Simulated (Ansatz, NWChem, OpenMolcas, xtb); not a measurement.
## P2 (diphosphorus): methods side by side

P2: 2 atoms, total charge 0, spin state singlet. SMILES: `P#P`. Geometry: the measured bond length.

```xyz
2

P     0.0000    0.0000    0.0000
P     0.0000    0.0000    1.8934
```

Each level gives the HOMO–LUMO gap (eV). The values are calculated.

| level | kind | program | value (eV) |
| --- | --- | --- | --- |
| GFN1-xTB | semi-empirical | xtb | 2.95 |
| HF/def2-TZVPPD | Hartree–Fock | OpenMolcas | 10.62 |
| SVWN5/def2-TZVPPD | LDA | Ansatz | 3.70 |
| BLYP/def2-TZVPPD | GGA | NWChem | 3.64 |
| TPSS/def2-TZVPPD | meta-GGA | OpenMolcas | 3.83 |
| B3LYP/def2-TZVPPD | global hybrid | Ansatz | 5.06 |
| PBE0/def2-TZVPPD | global hybrid | NWChem | 5.48 |
| HSE06/def2-TZVPPD | range-separated hybrid | Ansatz | 4.71 |
| B2PLYP/def2-TZVPPD | double hybrid | OpenMolcas | 7.36 |

The values span 2.95 to 10.62 eV. Orbital gaps aren't excitation energies, and those of double hybrids come from the SCF part alone; they tend to grow with the share of exact exchange.

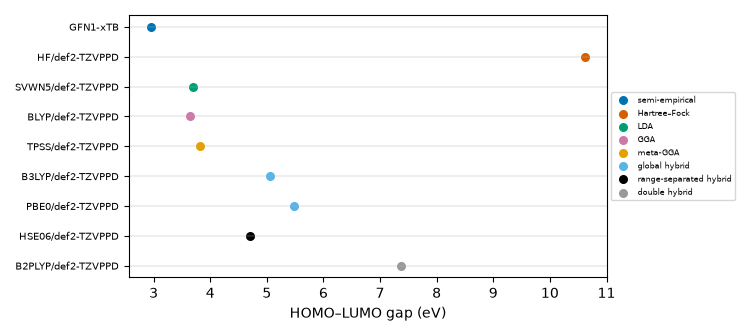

The values of the table, level by level.
